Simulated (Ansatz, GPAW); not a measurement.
# A 7-layer slab of Ir(111): work function by functional and basis

How far do functional and basis move the work function of a 7-layer slab of Ir(111)?

Program: GPAW 26.7.0 and Ansatz 0.2.0. Level of theory: Ansatz plane waves; slab in vacuum with a dipole correction, relaxation, in the first sound run; inputs show where later runs differ. Results are calculated unless marked as measured.

## 1. Starting point

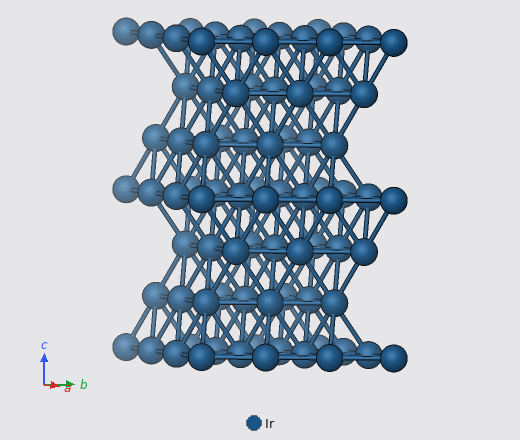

Start, viewed from the side, with the c axis up; iridium blue. 3×3×1 cells are drawn. Some periodic images of atoms are drawn too.

The cell holds 7 atoms: 7 Ir. Cell: a = 2.715 Å, b = 2.715 Å, c = 31.302 Å, α = 90.0°, β = 90.0°, γ = 60.0°. Vacuum lies along c.

## 2. Relaxing the atoms

The atoms are relaxed first, since the surface dipole, and with it the work function, follows the positions of the outer layers. The lowest 3 atoms are held at bulk positions and keep their forces.

The input, input.yaml:

```yaml
crystal:
  lattice:
    - [2.7152900398, 0.0, 0.0]
    - [1.3576450199, 2.3515101531, 0.0]
    - [0.0, 0.0, 31.3021502021]
  atoms:
    - { symbol: Ir, position: [0.0, 0.0, 0.2875201845] }
    - { symbol: Ir, position: [0.3333333333, 0.3333333333, 0.3583467896] }
    - { symbol: Ir, position: [0.6666666667, 0.6666666667, 0.4291733948] }
    - { symbol: Ir, position: [0.0, 0.0, 0.5] }
    - { symbol: Ir, position: [0.3333333333, 0.3333333333, 0.5708266052] }
    - { symbol: Ir, position: [0.6666666667, 0.6666666667, 0.6416532104] }
    - { symbol: Ir, position: [0.0, 0.0, 0.7124798155] }
kpoints:
  mp_grid: { grid: [13, 13, 1] }
hamiltonian:
  xc: pbe
scf:
  occupations: { method: fermi_dirac, width: 0.1 }
efield:
  axis: 3
  dipole_correction: true
  ramp_width: 0.05
relax:
  f_tol: 0.02
  max_steps: 60
  constraints: [{ sites: [0, 1, 2] }]
output:
  write_potential: true
  write_density: true
  volumetric_format: npy
```

Run with:

```bash
ansatz run input.yaml --threads 4 --pin off --max-ram 8192MiB --backend cpu --events-out ev --progress --plain --runs-dir out
```

Numbers of over 12 decimals in the logs are rounded to 6 here.

Log:

```text
Engine: ansatz 0.2.0, x86_64-unknown-linux-gnu
Pseudopotentials: kind: paw
Pseudopotential: Ir, paw, valence charge 17, recommended cutoff 420 eV (normal), Ir.paw.azcp
Functional definition: PBE
  parameter kappa = 0.804
  parameter beta = 0.066725
  exchange = pbe_x(kappa = kappa, mu = beta*pi^2/3)
  correlation = pbe_c(beta = beta)
Crystal: 7 atoms, lattice volume = 199.865 Å³
Basis set: ecut = 420 eV, 3927 PW (Γ), exchange–correlation on 40×40×432 points (8 copies of the dense FFT grid, shifted against one another)
Bands: 72, of which v1, the nominal top of the filled ones, is band 60 counted from 1 (59 counted from 0)
Symmetry: 6 space group operations
k-points: 21 of 169 (time reversal used)
Non-local potential: Ir, projectors of the file, l = 0: 3, l = 1: 2, l = 2: 2, l = 3: 1
PAW form: soft (Blöchl's): semilocal exchange-correlation on the pseudo side does not see the compensation charge
PAW one-centre angular grid: Ir, 590 points (default); XC on 64 Gauss nodes
Initial density: superposition of atomic densities (neutral atoms: chi_scale 0, normalization atom), corrected by the library's trained network
Initial wavefunctions: pseudopotential atomic-orbital guess
Functional: x = pbe(κ = 0.804, μ = 0.219515), c = pbe(β = 0.066725)
SCF iter   1: F=—  HF=-83545.513760 eV  |F-HF|=—  |Δ(HF+E_count)|=         —  Δρ=1.33e-2  dr2=8.44e0  ethr=1.77e-3  p=0.000 e·Å  D=4.44e-13 V/Å  ΔV_dip=-0.00 eV  dr2_dipole=1.24e-6  V_vac-E_F(+/−)=5.11/5.11 eV  ⟨swp⟩=8.0  Hψ=6694  notcnv=0  defer=7
efield: sawtooth ramp at fractional position 0.9750 (placed from the atoms, in the widest stretch of the axis that holds none; the zero of the levels goes with the place), width 0.0500; the density the first Hamiltonian is built on has a dipole p = 0.000 e·Å; the dipole correction subtracts the counter field D = 4.44e-13 V/Å, which shifts the + side's vacuum level by -0.00 eV against the − side's; the planar-averaged density in the ramp window peaks in size at 1.0e-5 e/Å³
preconditioner: auto → LDOS  [metal: Δε(μ)=0.014 eV  Ē_g=6.691 eV  σ=0.100 eV  W_gap=0.04  n_scr=24 (ndim 8)  ℏωp=20.8 eV  f_vac=0.464  D(μ)=7.46/eV (n_scr^D=24)  β→1.0]
SCF iter   2: F=—  HF=-83545.440194 eV  |F-HF|=—  |Δ(HF+E_count)|=   7.36e-2  Δρ=4.66e-3  dr2=4.60e-1  ethr=1.77e-3  p=0.000 e·Å  D=2.51e-6 V/Å  ΔV_dip=-0.00 eV  dr2_dipole=6.44e-6  V_vac-E_F(+/−)=5.44/5.44 eV  ⟨swp⟩=1.8  Hψ=1773  notcnv=0  defer=16
SCF iter   3: F=—  HF=-83545.432086 eV  |F-HF|=—  |Δ(HF+E_count)|=   8.11e-3  Δρ=1.67e-3  dr2=2.25e-2  ethr=3.87e-4  p=0.000 e·Å  D=7.30e-6 V/Å  ΔV_dip=-0.00 eV  dr2_dipole=5.34e-8  V_vac-E_F(+/−)=5.50/5.50 eV  ⟨swp⟩=1.7  Hψ=1617  notcnv=0  defer=17
SCF iter   4: F=—  HF=-83545.429784 eV  |F-HF|=—  |Δ(HF+E_count)|=   2.30e-3  Δρ=3.39e-4  dr2=1.52e-3  ethr=1.89e-5  p=0.000 e·Å  D=5.95e-6 V/Å  ΔV_dip=-0.00 eV  dr2_dipole=4.80e-9  V_vac-E_F(+/−)=5.48/5.48 eV  ⟨swp⟩=2.0  Hψ=2169  notcnv=0  defer=17
SCF iter   5: F=—  HF=-83545.430188 eV  |F-HF|=—  |Δ(HF+E_count)|=   4.03e-4  Δρ=8.85e-5  dr2=4.78e-5  ethr=1.28e-6  p=0.000 e·Å  D=7.29e-7 V/Å  ΔV_dip=-0.00 eV  dr2_dipole=3.70e-10  V_vac-E_F(+/−)=5.50/5.50 eV  ⟨swp⟩=1.7  Hψ=1780  notcnv=0  defer=17
SCF iter   6: F=—  HF=-83545.430198 eV  |F-HF|=—  |Δ(HF+E_count)|=   1.04e-5  Δρ=4.23e-5  dr2=1.11e-5  ethr=8.40e-9  p=-0.000 e·Å  D=-1.93e-7 V/Å  ΔV_dip=0.00 eV  dr2_dipole=4.40e-11  V_vac-E_F(+/−)=5.50/5.50 eV  ⟨swp⟩=14.5  Hψ=16681  notcnv=0
SCF iter   7: F=-83545.430197 eV  HF=-83545.430197 eV  |F-HF|=3.59e-7  |Δ(HF+E_count)|=   8.01e-7  Δρ=1.23e-5  dr2=6.15e-7  ethr=8.40e-9  p=0.000 e·Å  D=5.81e-9 V/Å  ΔV_dip=-0.00 eV  dr2_dipole=8.42e-13  V_vac-E_F(+/−)=5.50/5.50 eV  ⟨swp⟩=13.2  Hψ=13700  notcnv=0
SCF 1 converged in 7 iterations: F = -83545.430197 eV  dr2 = 6.15e-7
  greatest PAW one-centre occupation: 1.000 electrons in one spin orbital (limit 2), on the Ir atom at site 2 (counted from 0), in its partial waves of l = 0
relax step   1: F+E_penalty+E_count = -83545.43019688 eV  Δ(F+E_penalty+E_count) = +0.000e0 eV  max|allowed force component| = 3.520e-1 eV/Å  Δτ_max = 0.0000 Å  (7 SCF iters, dr2 threshold 1.00e-5 eV, accepted)
Initial density: handed on by an earlier stage of this run
Initial wavefunctions: those handed on with the density
iter 1 solved again at ethr=4.08e-4 eV; its pass at ethr=3.10e-3 eV (dr2=4.86e-1 eV) is discarded
SCF iter   1: F=—  HF=-83545.432991 eV  |F-HF|=—  |Δ(HF+E_count)|=         —  Δρ=1.16e-2  dr2=4.61e-1  ethr=4.08e-4  p=-0.000 e·Å  D=-1.67e-7 V/Å  ΔV_dip=0.00 eV  dr2_dipole=2.17e-1  V_vac-E_F(+/−)=5.50/5.50 eV  ⟨swp⟩=1.6  Hψ=6057  notcnv=0  defer=21
efield: sawtooth ramp at fractional position 0.9750 (handed on by an earlier solve), width 0.0500; the density the first Hamiltonian is built on has a dipole p = -0.000 e·Å; the dipole correction subtracts the counter field D = -1.67e-7 V/Å, which shifts the + side's vacuum level by +0.00 eV against the − side's; the planar-averaged density in the ramp window peaks in size at 2.9e-6 e/Å³
preconditioner: auto → LDOS  [metal: Δε(μ)=0.006 eV  Ē_g=6.628 eV  σ=0.100 eV  W_gap=0.02  n_scr=24 (ndim 8)  ℏωp=20.8 eV  f_vac=0.460  D(μ)=7.80/eV (n_scr^D=26)  β→1.0]
SCF iter   2: F=—  HF=-83545.425368 eV  |F-HF|=—  |Δ(HF+E_count)|=   7.62e-3  Δρ=2.02e-3  dr2=1.89e-2  ethr=3.87e-4  p=-0.001 e·Å  D=-4.90e-4 V/Å  ΔV_dip=0.02 eV  dr2_dipole=2.80e-3  V_vac-E_F(+/−)=5.50/5.48 eV  ⟨swp⟩=1.8  Hψ=1754  notcnv=0  defer=21
SCF iter   3: F=—  HF=-83545.424689 eV  |F-HF|=—  |Δ(HF+E_count)|=   6.80e-4  Δρ=1.31e-3  dr2=1.45e-2  ethr=1.59e-5  p=0.000 e·Å  D=8.10e-7 V/Å  ΔV_dip=-0.00 eV  dr2_dipole=3.43e-3  V_vac-E_F(+/−)=5.49/5.49 eV  ⟨swp⟩=2.8  Hψ=2896  notcnv=0  defer=21
SCF iter   4: F=—  HF=-83545.422721 eV  |F-HF|=—  |Δ(HF+E_count)|=   1.97e-3  Δρ=4.25e-4  dr2=1.20e-3  ethr=1.22e-5  p=-0.000 e·Å  D=-9.29e-5 V/Å  ΔV_dip=0.00 eV  dr2_dipole=7.45e-8  V_vac-E_F(+/−)=5.49/5.49 eV  ⟨swp⟩=2.7  Hψ=2478  notcnv=0  defer=21
SCF iter   5: F=—  HF=-83545.422873 eV  |F-HF|=—  |Δ(HF+E_count)|=   1.52e-4  Δρ=1.27e-4  dr2=9.24e-5  ethr=1.01e-6  p=0.000 e·Å  D=9.75e-5 V/Å  ΔV_dip=-0.00 eV  dr2_dipole=6.36e-8  V_vac-E_F(+/−)=5.49/5.49 eV  ⟨swp⟩=2.6  Hψ=2541  notcnv=0  defer=21
SCF iter   6: F=—  HF=-83545.422879 eV  |F-HF|=—  |Δ(HF+E_count)|=   6.58e-6  Δρ=4.54e-5  dr2=1.29e-5  ethr=7.76e-8  p=0.000 e·Å  D=2.30e-4 V/Å  ΔV_dip=-0.01 eV  dr2_dipole=1.85e-6  V_vac-E_F(+/−)=5.48/5.49 eV  ⟨swp⟩=2.1  Hψ=2374  notcnv=0  defer=21
SCF iter   7: F=-83545.422878 eV  HF=-83545.422879 eV  |F-HF|=2.24e-7  |Δ(HF+E_count)|=   5.90e-7  Δρ=1.58e-5  dr2=5.42e-7  ethr=6.51e-9  p=0.000 e·Å  D=2.53e-4 V/Å  ΔV_dip=-0.01 eV  dr2_dipole=4.70e-8  V_vac-E_F(+/−)=5.48/5.49 eV  ⟨swp⟩=13.3  Hψ=13952  notcnv=0
SCF 2 converged in 7 iterations: F = -83545.422878 eV  dr2 = 5.42e-7
  greatest PAW one-centre occupation: 1.000 electrons in one spin orbital (limit 2), on the Ir atom at site 5 (counted from 0), in its partial waves of l = 0
relax step   2: F+E_penalty+E_count = -83545.42287838 eV  Δ(F+E_penalty+E_count) = +7.318e-3 eV  max|allowed force component| = 4.395e-1 eV/Å  Δτ_max = 0.1944 Å  (7 SCF iters, dr2 threshold 7.74e-6 eV, rejected (line search))
SCF iter   1: F=—  HF=-83545.453835 eV  |F-HF|=—  |Δ(HF+E_count)|=         —  Δρ=6.70e-3  dr2=2.03e-1  ethr=1.23e-3  p=0.000 e·Å  D=2.53e-4 V/Å  ΔV_dip=-0.01 eV  dr2_dipole=1.24e-1  V_vac-E_F(+/−)=5.47/5.48 eV  ⟨swp⟩=5.3  Hψ=3864  notcnv=0  defer=16
efield: sawtooth ramp at fractional position 0.9750 (handed on by an earlier solve), width 0.0500; the density the first Hamiltonian is built on has a dipole p = 0.000 e·Å; the dipole correction subtracts the counter field D = 2.53e-4 V/Å, which shifts the + side's vacuum level by -0.01 eV against the − side's; the planar-averaged density in the ramp window peaks in size at 9.5e-7 e/Å³
preconditioner: auto → LDOS  [metal: Δε(μ)=0.035 eV  Ē_g=6.669 eV  σ=0.100 eV  W_gap=0.09  n_scr=24 (ndim 8)  ℏωp=20.8 eV  f_vac=0.462  D(μ)=7.93/eV (n_scr^D=32)  β→1.0]
SCF iter   2: F=—  HF=-83545.449567 eV  |F-HF|=—  |Δ(HF+E_count)|=   4.27e-3  Δρ=1.32e-3  dr2=1.49e-2  ethr=1.70e-4  p=0.000 e·Å  D=1.34e-4 V/Å  ΔV_dip=-0.00 eV  dr2_dipole=5.88e-3  V_vac-E_F(+/−)=5.50/5.50 eV  ⟨swp⟩=2.0  Hψ=2302  notcnv=0  defer=17
SCF iter   3: F=—  HF=-83545.449370 eV  |F-HF|=—  |Δ(HF+E_count)|=   1.97e-4  Δρ=1.13e-3  dr2=7.81e-3  ethr=1.25e-5  p=0.001 e·Å  D=5.04e-4 V/Å  ΔV_dip=-0.02 eV  dr2_dipole=1.16e-3  V_vac-E_F(+/−)=5.48/5.49 eV  ⟨swp⟩=2.8  Hψ=2892  notcnv=0  defer=17
SCF iter   4: F=—  HF=-83545.447801 eV  |F-HF|=—  |Δ(HF+E_count)|=   1.57e-3  Δρ=2.28e-4  dr2=3.49e-4  ethr=6.56e-6  p=0.000 e·Å  D=3.37e-4 V/Å  ΔV_dip=-0.01 eV  dr2_dipole=1.80e-7  V_vac-E_F(+/−)=5.48/5.49 eV  ⟨swp⟩=2.6  Hψ=2527  notcnv=0  defer=17
SCF iter   5: F=—  HF=-83545.447747 eV  |F-HF|=—  |Δ(HF+E_count)|=   5.43e-5  Δρ=7.27e-5  dr2=2.40e-5  ethr=2.93e-7  p=0.000 e·Å  D=2.28e-4 V/Å  ΔV_dip=-0.01 eV  dr2_dipole=5.80e-11  V_vac-E_F(+/−)=5.49/5.50 eV  ⟨swp⟩=2.4  Hψ=2567  notcnv=0  defer=17
SCF iter   6: F=—  HF=-83545.448123 eV  |F-HF|=—  |Δ(HF+E_count)|=   3.77e-4  Δρ=2.47e-5  dr2=3.53e-6  ethr=2.02e-8  p=0.000 e·Å  D=1.66e-4 V/Å  ΔV_dip=-0.01 eV  dr2_dipole=6.85e-8  V_vac-E_F(+/−)=5.49/5.49 eV  ⟨swp⟩=2.1  Hψ=2158  notcnv=0  defer=17
SCF iter   7: F=—  HF=-83545.448124 eV  |F-HF|=—  |Δ(HF+E_count)|=   7.74e-7  Δρ=7.31e-6  dr2=1.41e-7  ethr=2.96e-9  p=0.000 e·Å  D=1.39e-4 V/Å  ΔV_dip=-0.00 eV  dr2_dipole=4.72e-11  V_vac-E_F(+/−)=5.49/5.49 eV  ⟨swp⟩=2.3  Hψ=2229  notcnv=0  defer=16
SCF iter   8: F=-83545.448124 eV  HF=-83545.448124 eV  |F-HF|=3.92e-8  |Δ(HF+E_count)|=   4.72e-8  Δρ=3.02e-6  dr2=1.76e-8  ethr=8.40e-11  p=0.000 e·Å  D=1.27e-4 V/Å  ΔV_dip=-0.00 eV  dr2_dipole=4.53e-9  V_vac-E_F(+/−)=5.49/5.49 eV  ⟨swp⟩=11.7  Hψ=12295  notcnv=0
SCF 3 converged in 8 iterations: F = -83545.448124 eV  dr2 = 1.76e-8
relax step   3: F+E_penalty+E_count = -83545.44812420 eV  Δ(F+E_penalty+E_count) = -1.793e-2 eV  max|allowed force component| = 1.328e-2 eV/Å  Δτ_max = 0.0847 Å  (8 SCF iters, accepted)
NSCF: frozen V_eff on 21 k-points
the band table was solved once a step of the walk had ended and its energy, with any forces and stress, was formed, with the checks that follow a solve (7967 applications of the Hamiltonian). They found nothing against the state; the energy, forces and stress were not computed again (output.eigenvalues in the input reference)
WARN: The output density's exchange-correlation potential varies sharply where the density is thin. Do not read a vacuum level from v_tot or v_xc, or from such a field of the output density. On a cell that repeats whose density bears no net charge and no dipole along the vacuum's axis use v_es (v_loc + v_h of the components); under efield.dipole_correction with no amplitude use v_es + v_field, which holds any externa [...]
SCF converged after 8 iterations
Free energy (F): -83545.448124 eV
Harris-Foulkes:  -83545.448124 eV  (|F-HF|=3.92e-8)
Internal energy: -83545.189127 eV  (E = F + TS)
E sigma→0 (E₀):  -83545.318626 eV
Entropy (-TS):   -0.258997 eV (-37.000 meV/atom)
Fermi energy:    9.999566 eV
Dipole field:    D = 0.000037 V/Å  (p = 0.000041 e·Å, saw-weighted, corrected)
Work function:   Φ+ = 5.4919 eV   Φ− = 5.4930 eV
Levels:          The Fermi level and band energies are counted from a zero that moves with the ramp; work functions are not
--- Per-component energies (eV) ---
  E_band       = -2433.000013
  E_kinetic    = 4355.486275
  E_local      = -273512.304199  (includes V_loc(G=0)·N_el)
  E_nonlocal   = 509.445247
  E_hartree    = 134966.968651
  E_xc         = -1872.748092
  E_vxc        = -2096.490063  (∫ρ·V_xc dr)
  E_paw        = -64563.772646  (= ΣΔE_a)
  E_vpaw       = -1623.068007  (= ΣTr[D̂ρ^β])
  E_aug_tail   = 0.000383  (compensation charges beyond the density's cutoff)
  E_efield     = 0.000000  (sawtooth field / dipole correction)
  E_vefield    = -0.000161  (∫n·V_field dr)
  E_ewald      = 116571.735254
  E_smearing   = -0.258997  (= −TS)
  E_closure    = 0.000000  (closes the sum)
  Σ components = -83545.448124   (vs F -83545.448124, Δ=0.00e0)
--- Forces (eV/Å), atoms counted from 1 ---
  atom   1  Ir     0.00000000    -0.00000000     0.17413097
  atom   2  Ir    -0.00000000    -0.00000000    -0.29077819
  atom   3  Ir     0.00000000     0.00000000     0.10258415
  atom   4  Ir     0.00000000    -0.00000000     0.00388031
  atom   5  Ir    -0.00000000    -0.00000000    -0.00226628
  atom   6  Ir     0.00000000     0.00000000     0.01327909
  atom   7  Ir     0.00000000     0.00000000    -0.00087412
  max |Σ_I F_I| component: 4.41e-5 eV/Å
--- Band table (eV; the first three rows and the last of 21) ---
  k-point 0: bands = [... 56 lower, 8.7682, 8.7917, 8.7917, 8.9636, 8.9636, 9.3884, 9.3884, 9.7097, ... 8 higher]
  k-point 1: bands = [... 56 lower, 8.4575, 8.7035, 8.7782, 8.9184, 9.0507, 9.0911, 9.2014, 9.4180, ... 8 higher]
  k-point 2: bands = [... 56 lower, 8.1237, 8.2352, 8.3737, 8.6720, 8.7786, 9.0935, 9.4558, 9.4669, ... 8 higher]
  k-point 20: bands = [... 56 lower, 9.7159, 10.0167, 10.2387, 10.4829, 10.5258, 10.5329, 10.7866, 14.5881, ... 8 higher]
--- Relaxed structure (3 steps of the walk, 2 accepted, 0 SCFs on fresh bases) ---
  F+E_penalty+E_count = -83545.44812420 eV   max|allowed force component| = 1.328e-2 eV/Å
  atoms:
    - { symbol: Ir, position: [0.0, 0.0, 0.2875201845] }
    - { symbol: Ir, position: [0.333333, 0.333333, 0.3583467896] }
    - { symbol: Ir, position: [0.666667, 0.666667, 0.429173] }
    - { symbol: Ir, position: [2.2008314448084745e-18, 0, 0.501156] }
    - { symbol: Ir, position: [0.333333, 0.333333, 0.573081] }
    - { symbol: Ir, position: [0.666667, 0.666667, 0.644358] }
    - { symbol: Ir, position: [3.9811607060961354e-18, 0, 0.714570] }
```

Elapsed: 32 s, on 4 threads of Intel Xeon Platinum 8259CL at 2.50GHz (Skylake/Cascade Lake), shared host; peak memory 0.78 GiB.

Relaxation path:

| step | energy less that of the first step (eV) | largest force component (eV/Å) |
| --- | --- | --- |
| 1 | 0.0000 | 0.3520 |
| 2 | 0.0073 | 0.4395 |
| 3 | -0.0179 | 0.0133 |

Relaxation step 2 was tried and not accepted.

Forces are held to the 6 operations that the run works with; a distortion that breaks them can't arise in this run.

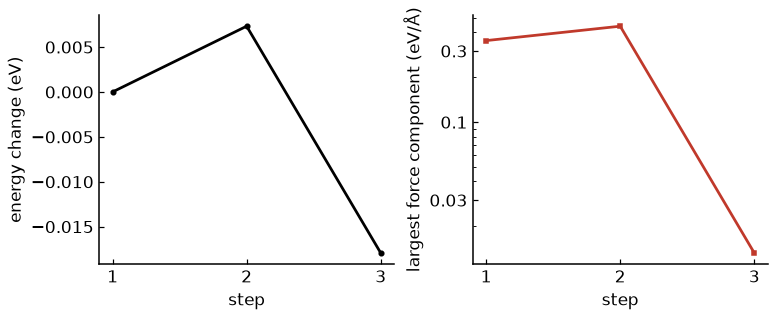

Energy and largest force along the relaxation.

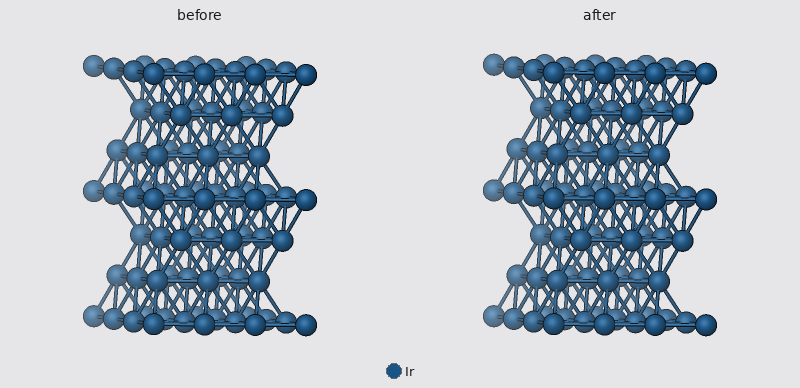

Before and after, at one scale.

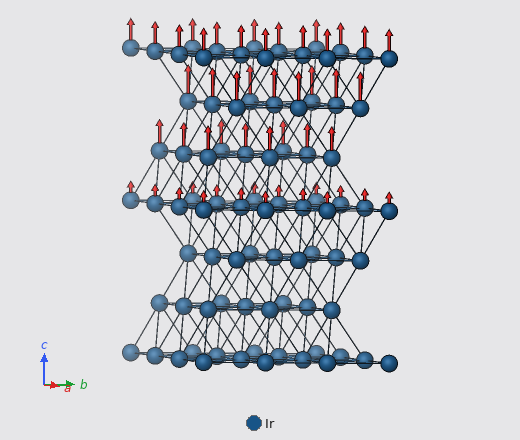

Displacements in the relaxation, exaggerated; the longest in the cell stands for 0.08 Å. 3×3×1 cells are drawn. Some periodic images of atoms are drawn too.

The atoms that moved most (Å):

| atom | dx | dy | dz | length |
| --- | --- | --- | --- | --- |
| Ir6 | 0.000 | 0.000 | 0.085 | 0.085 |
| Ir5 | 0.000 | 0.000 | 0.071 | 0.071 |
| Ir7 | 0.000 | 0.000 | 0.065 | 0.065 |
| Ir4 | 0.000 | 0.000 | 0.036 | 0.036 |

Numbers from this step:

```yaml
free_energy: -83545.4481 eV
smearing_term_ts: 0.2590 eV
symmetry_operations: 6
upper_work_function: 5.492 eV
lower_work_function: 5.493 eV
dipole_along_the_normal: 4.07e-5 e·Å
dipole_field: 3.69e-5 V/Å
vacuum_level_above: 15.49 eV
vacuum_level_below: 15.49 eV
```

The electrostatic potential energy of an electron (with the applied field's), less the Fermi level, planar mean oscillates, so the rows of the table below give means over windows of 2.17 Å about each position, cut where the curve ends. Its maxima inside the range that stand out by 2 % of the span (Å: eV): 10.1: -1.84, 12.3: -2.04, 14.5: -1.83, 16.8: -1.66, 19.0: -2.07, 21.3: -2.02. Its minima: 9.0: -24.4, 11.2: -24.8, 13.5: -24.8, 15.7: -24.8, 18.0: -24.9, 20.1: -24.9, 22.3: -24.3.

The electrostatic potential energy of an electron (with the applied field's), less the Fermi level, planar mean by z; means over each step:

| z (Å) | electrostatic potential energy of an electron (with the applied field's), less the Fermi level, planar mean (eV) |
| --- | --- |
| 1.08 | 5.49 |
| 3.25 | 5.49 |
| 5.42 | 5.48 |
| 7.59 | -0.125 |
| 9.77 | -13.1 |
| 11.93 | -13.5 |
| 14.11 | -13.1 |
| 16.27 | -13.2 |
| 18.45 | -13.5 |
| 20.62 | -13.7 |
| 22.79 | -11.5 |
| 24.95 | 5.25 |
| 27.12 | 5.49 |
| 29.30 | 5.49 |

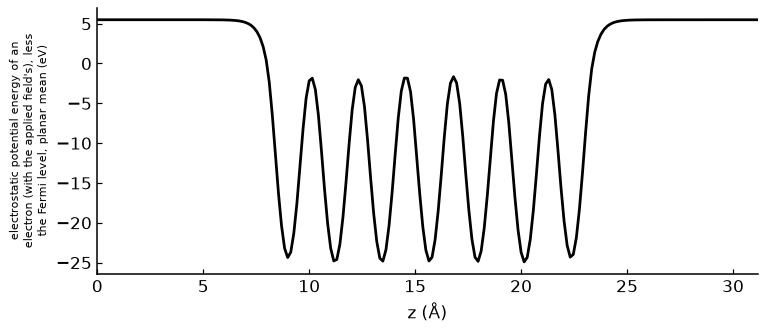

Electrostatic potential energy of an electron (with the applied field's), less the Fermi level, planar mean, plotted against z.

The valence density, planar mean oscillates, so the rows of the table below give means over windows of 2.17 Å about each position, cut where the curve ends. Its maxima inside the range that stand out by 2 % of the span (Å: e/Å³): 9.0: 2.21, 11.2: 2.21, 13.5: 2.21, 15.7: 2.21, 18.0: 2.21, 20.1: 2.22, 22.3: 2.20. Its minima: 10.1: 0.383, 12.3: 0.381, 14.5: 0.367, 16.8: 0.362, 19.0: 0.380, 21.3: 0.396.

The valence density, planar mean by z; means over each step:

| z (Å) | valence density, planar mean (e/Å³) |
| --- | --- |
| 3.25 | 0 |
| 5.42 | 6.4e-4 |
| 7.59 | 0.312 |
| 9.77 | 1.19 |
| 11.93 | 1.19 |
| 14.11 | 1.17 |
| 16.27 | 1.18 |
| 18.45 | 1.20 |
| 20.62 | 1.22 |
| 22.79 | 1.11 |
| 24.95 | 0.00986 |
| 27.12 | 2.6e-5 |

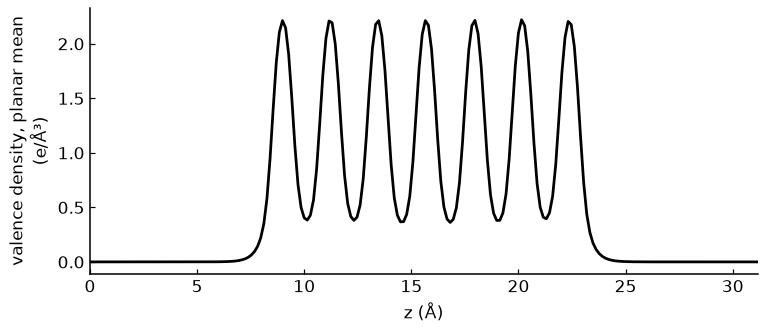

Valence density, planar mean against z.

The relaxation lowered the energy of the cell by 0.0179 eV.

(Continued in part 2 of 3.)

[Logs are printed without paths, hosts, clocks, repeated set-up lines and the standing remarks that a program may print on its own settings, such as how far it seeks lower states.]

[Hosts, paths, dates, database ids (printed as entryN), source tags and the programs' standing remarks are cut or masked in the printed files.]
